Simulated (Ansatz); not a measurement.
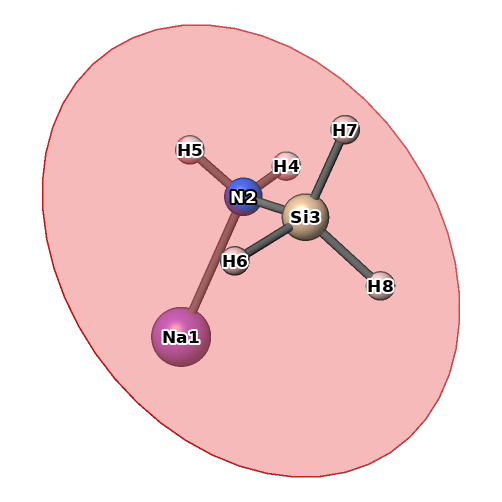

A disc through the centre of mass is drawn in. Distant atoms are faded towards the background colour. The species has charge +1 and is a spin singlet. The computed structure is the end point of a PBE0-D4/def2-TZVP optimisation. No frequency run is at hand to confirm it as a minimum.

> Is the plane of the disc a mirror plane of the structure?

No. The point group is Cs, with 1 mirror plane, and this plane isn't one of its mirror planes.
